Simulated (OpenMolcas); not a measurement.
**C2H7NSi (SMILES C=C[SiH2]N): levels of theory compared**

Aim: a comparison of 6 runs (HF/cc-pVDZ, B3LYP/cc-pVDZ, BHLYP/cc-pVDZ, M06-2X/cc-pVDZ, SVWN5/cc-pVDZ, TPSS/cc-pVDZ) of C2H7NSi. 

The results are computed with OpenMolcas 26.06.

1 further run of the same task is left out (set aside as unsound or not needed).

## (1) The molecule

C2H7NSi: 11 atoms, total charge 0, spin state singlet. As SMILES, `C=C[SiH2]N`. The N4–H11 distance was set to 1.307 Å, away from the relaxed value.

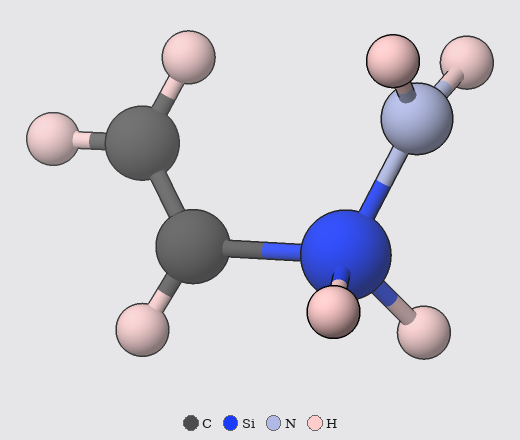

Viewed from a chosen angle; carbon dark grey, silicon blue, nitrogen light blue, hydrogen pink.

## (2) A single-point energy at HF/cc-pVDZ (run 1)

Input file test.inp:

```
* C2H7NSi Hartree-Fock

&GATEWAY
  BasLib=$CurrDir
  Coord
  11
  angstrom
  C       -0.389062       1.426529      -0.970473
  C        0.376338       1.298129       0.109627
  Si       0.883538      -0.354971       0.807127
  N        0.289938      -1.714171      -0.054073
  H       -0.680062       2.394129      -1.370173
  H       -0.759762       0.555129      -1.504573
  H        0.720038       2.206229       0.606127
  H        0.386538      -0.447071       2.207127
  H        2.370238      -0.427171       0.810527
  H        0.691938      -1.996471      -0.931773
  H       -0.953800      -2.102100       0.056300
  Basis=cc-pVDZ
  Group=NoSym

&SEWARD

&SCF
  Thresholds=1e-10 1e-07 1e-07 1e-05
  PrOrbitals=1 2
```

The basis set cc-pVDZ is read from a file made from the Basis Set Exchange's data (not shown).

Run with:

```sh
$ export MOLCAS_MEM=1860
$ pymolcas test.inp > test.log
```

The program printed:

```text
--- Start Module: gateway ---
[...]
--- Stop Module: gateway /rc=_RC_ALL_IS_WELL_ ---
--- Start Module: seward ---
[...]
      Basis functions           95
--- Stop Module: seward /rc=_RC_ALL_IS_WELL_ ---
[...]
--- Start Module: scf ---
[...]
       Convergence after  14 Iterations
[...]
::    Total SCF energy                               -423.1496061850
[...]
      Total spin, S                                     0.0000000000
[...]
      Total electronic charge=   40.000000
      Total            charge=   -0.000000
[...]
      Dipole Moment (debye):
      Origin of the operator (angstrom)=    0.4164   -0.0144    0.1556
                   X= -9.8412E-01               Y= -1.4129E-01               Z= -1.2191E+00           Total=  1.5731E+00
      Quadrupole Moment (debye*angstrom):
[...]
--- Stop Module: scf /rc=_RC_ALL_IS_WELL_ ---
[...]
```

It took 12 s on 1 thread of Intel Xeon Platinum 8259CL at 2.50GHz (Skylake/Cascade Lake), shared host; peak memory 0.52 GiB.

## (3) A single-point energy at B3LYP/cc-pVDZ (run 2)

Input file mol.input:

```
* C2H7NSi Kohn-Sham DFT
>>> EXPORT MOLCAS_PRINT=2
&GATEWAY
BasLib
$CurrDir
Coord
11
bohr
C     -0.73522063     2.69574912    -1.83392818
C      0.71117575     2.45310828     0.20716501
Si     1.66964484    -0.67079797     1.52524898
N      0.54790341    -3.23931372    -0.10218316
H     -1.28513093     4.52424812    -2.58925171
H     -1.43574210     1.04904177    -2.84323090
H      1.36067462     4.16916858     1.14541403
H      0.73045096    -0.84484175     4.17086555
H      4.47910067    -0.80723620     1.53167405
H      1.30757332    -3.77278341    -1.76079578
H     -1.80242078    -3.97239329     0.10639158
Basis
cc-pVDZ
Group
NoSym
&SEWARD
GridInput
Grid=UltraFine
End of Grid
&SCF
KSDFT
B3LYP
Thresholds
1e-10 1e-07 1e-07 1e-05
PrOrbitals
1 2
```

The basis set cc-pVDZ is read from a file made from the Basis Set Exchange's data (not shown).

Run with:

```sh
$ export MOLCAS_MEM=1860
$ pymolcas mol.input > mol.log
```

The program printed:

```text
--- Start Module: gateway ---
[...]
--- Stop Module: gateway /rc=_RC_ALL_IS_WELL_ ---
--- Start Module: seward ---
[...]
      Basis functions           95
--- Stop Module: seward /rc=_RC_ALL_IS_WELL_ ---
[...]
--- Start Module: scf ---
[...]
       Convergence after  14 Iterations
[...]
::    Total KS-DFT energy                            -424.6433352950
[...]
      Total spin, S                                     0.0000000000
[...]
      Total electronic charge=   40.000000
      Total            charge=   -0.000000
[...]
      Dipole Moment (debye):
      Origin of the operator (angstrom)=    0.4164   -0.0144    0.1556
                   X= -8.6436E-01               Y= -3.0505E-01               Z= -1.0884E+00           Total=  1.4230E+00
      Quadrupole Moment (debye*angstrom):
[...]
--- Stop Module: scf /rc=_RC_ALL_IS_WELL_ ---
[...]
```

Wall time 56 s (1 thread of Intel Xeon Platinum 8259CL at 2.50GHz (Skylake/Cascade Lake), shared host); peak memory 0.52 GiB.

Run 3 isn't shown in full; the table further down has it.

## (4) The energy at M06-2X/cc-pVDZ (run 4)

test.inp: that of step 2 with these lines changed.

```diff
@@ -1,2 +1,3 @@
-* C2H7NSi Hartree-Fock
+* C2H7NSi Kohn-Sham DFT
+>>> EXPORT MOLCAS_PRINT=2
 
@@ -22,5 +23,9 @@
 &SEWARD
+  GridInput
+  Grid=UltraFine
+  End of Grid
 
 &SCF
+  KSDFT=M062X
   Thresholds=1e-10 1e-07 1e-07 1e-05
-  PrOrbitals=1 2
+  PrOrbitals=0
```

The basis set cc-pVDZ is read from a file made from the Basis Set Exchange's data (not shown).

Run with:

```sh
$ export MOLCAS_MEM=1860
$ pymolcas test.inp > test.log
```

The program printed:

```text
--- Start Module: gateway ---
[...]
--- Stop Module: gateway /rc=_RC_ALL_IS_WELL_ ---
--- Start Module: seward ---
[...]
      Basis functions           95
--- Stop Module: seward /rc=_RC_ALL_IS_WELL_ ---
[...]
--- Start Module: scf ---
[...]
       Convergence after  14 Iterations
[...]
::    Total KS-DFT energy                            -424.5316853704
[...]
      Total spin, S                                     0.0000000000
[...]
      Total electronic charge=   40.000000
      Total            charge=   -0.000000
[...]
      Dipole Moment (debye):
      Origin of the operator (angstrom)=    0.4164   -0.0144    0.1556
                   X= -9.3398E-01               Y= -3.2505E-01               Z= -1.0979E+00           Total=  1.4776E+00
      Quadrupole Moment (debye*angstrom):
[...]
--- Stop Module: scf /rc=_RC_ALL_IS_WELL_ ---
[...]
```

It took 79 s on 1 thread of Intel Xeon Platinum 8259CL at 2.50GHz (Skylake/Cascade Lake), shared host; peak memory 0.53 GiB.

Run 5 isn't shown in full; the table further down has it.

## (5) A single-point energy at TPSS/cc-pVDZ (run 6)

Input file run.input:

```
* C2H7NSi Kohn-Sham DFT
>>> EXPORT MOLCAS_PRINT=2

&GATEWAY
  BasLib=$CurrDir
  Coord
  11
  angstrom
  C       -0.389062       1.426529      -0.970473
  C        0.376338       1.298129       0.109627
  Si       0.883538      -0.354971       0.807127
  N        0.289938      -1.714171      -0.054073
  H       -0.680062       2.394129      -1.370173
  H       -0.759762       0.555129      -1.504573
  H        0.720038       2.206229       0.606127
  H        0.386538      -0.447071       2.207127
  H        2.370238      -0.427171       0.810527
  H        0.691938      -1.996471      -0.931773
  H       -0.953800      -2.102100       0.056300
  Basis=cc-pVDZ
  Group=NoSym

&SEWARD
  GridInput
  Grid=UltraFine
  End of Grid

&SCF
  KSDFT=2
  1.0 MGGA_X_TPSS
  1.0 MGGA_C_TPSS
  Thresholds=1e-10 1e-07 1e-07 1e-05
  PrOrbitals=1 2
```

The basis set cc-pVDZ is read from a file made from the Basis Set Exchange's data (not shown).

Run with:

```sh
$ export MOLCAS_MEM=1860
$ pymolcas run.input > run.log
```

The program printed:

```text
--- Start Module: gateway ---
[...]
--- Stop Module: gateway /rc=_RC_ALL_IS_WELL_ ---
--- Start Module: seward ---
[...]
      Basis functions           95
--- Stop Module: seward /rc=_RC_ALL_IS_WELL_ ---
[...]
--- Start Module: scf ---
[...]
       Convergence after  15 Iterations
[...]
::    Total KS-DFT energy                            -424.6725428303
[...]
      Total spin, S                                     0.0000000000
[...]
      Total electronic charge=   40.000000
      Total            charge=   -0.000000
[...]
      Dipole Moment (debye):
      Origin of the operator (angstrom)=    0.4164   -0.0144    0.1556
                   X= -8.5788E-01               Y= -3.4318E-01               Z= -1.1030E+00           Total=  1.4389E+00
      Quadrupole Moment (debye*angstrom):
[...]
--- Stop Module: scf /rc=_RC_ALL_IS_WELL_ ---
[...]
```

Wall time 79 s (1 thread of Intel Xeon Platinum 8259CL at 2.50GHz (Skylake/Cascade Lake), shared host); peak memory 0.53 GiB.

## (6) The series

| run | level | integration grid | energy (Eh) | dipole moment (D) | HOMO energy (eV) | LUMO energy (eV) | wall time |
| --- | --- | --- | --- | --- | --- | --- | --- |
| 1 | HF/cc-pVDZ | – | -423.149606 | 1.57 | -10.06 | 3.67 | 12 s |
| 2 | B3LYP/cc-pVDZ | UltraFine | -424.643335 | 1.42 | -6.70 | -0.22 | 56 s |
| 3 | BHLYP/cc-pVDZ | UltraFine | -424.532960 | 1.47 | -8.34 | 1.09 | 57 s |
| 4 | M06-2X/cc-pVDZ | UltraFine | -424.531685 | 1.48 | -8.32 | 1.00 | 79 s |
| 5 | SVWN5/cc-pVDZ | UltraFine | -422.237961 | 1.47 | -5.59 | -1.12 | 37 s |
| 6 | TPSS/cc-pVDZ | UltraFine | -424.672543 | 1.44 | -5.62 | -0.78 | 79 s |

## (7) Outcome

```
            quantity          value
 run 6: total energy  -424.67254 Eh
run 6: dipole moment         1.44 D
  run 6: HOMO energy       -5.62 eV
  run 6: LUMO energy       -0.78 eV
run 6: HOMO–LUMO gap        4.84 eV
```

In words: The dipole moment (its size) runs from 1.42 D (B3LYP/cc-pVDZ) to 1.57 D (HF/cc-pVDZ). The HOMO–LUMO gap runs from 4.47 eV (SVWN5/cc-pVDZ) to 13.74 eV (HF/cc-pVDZ). Exact exchange widens orbital gaps. Totals of different functionals can't be ranked against each other. All runs together took 5.3 min, the longest 79 s.
